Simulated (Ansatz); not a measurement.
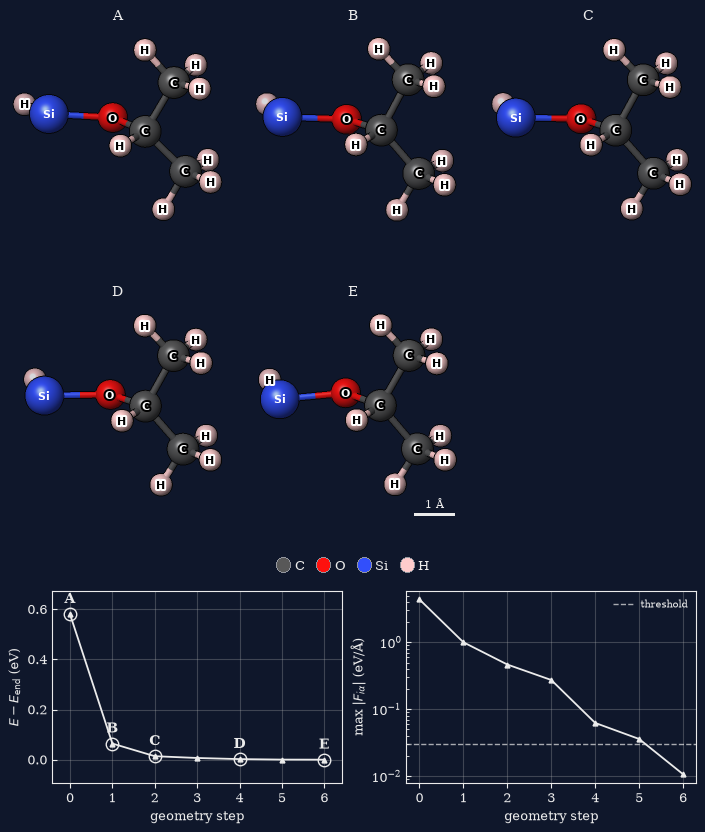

Frames of a relaxation of C3H8OSi (coarse preliminary run), marked on the history of the run. Style: ball-and-stick. Shown at a tilt.

The start comes from a force field.

Computed with RKS PBE-D4/def2-SVP (Ansatz 0.2.0). (force threshold 0.03 eV/Å; at most 200 steps)

Describe the path.

The energy falls by 0.581 eV in 6 geometry steps. The largest force component goes from 4.4 to 0.011 eV/Å. The atom that moves furthest after the best rigid fit is an H atom (0.27 Å). By element the largest moves are H 0.27 Å, Si 0.26 Å, O 0.11 Å, C 0.11 Å. Near-neighbour distances that change, for instance: C–H 1.039 → 1.109 Å, C–H 1.172 → 1.108 Å, H–Si 1.494 → 1.554 Å, O–Si 1.641 → 1.692 Å. Bond angles that change, for instance: O–Si–H 108.9° → 93.8°, C–C–C 107.4° → 113.1°, H–C–H 103.3° → 108.2°. Cost: 10 s on 4 threads of Arm Neoverse V1, with other jobs on the host. From step 0 to 1: an H atom moves most (0.19 Å), energy −0.516 eV. From step 1 to 2: the Si atom moves most (0.05 Å), energy −0.050 eV. From step 2 to 4: the Si atom moves most (0.08 Å), energy −0.012 eV. From step 4 to 6: the Si atom moves most (0.10 Å), energy −0.002 eV.

```csv
step,"E − E(0), eV","largest force component, eV/Å"
0,0.0000,4.3661
1,-0.5164,1.0031
2,-0.5669,0.4666
3,-0.5739,0.2740
4,-0.5784,0.0627
5,-0.5804,0.0361
6,-0.5807,0.0107
```
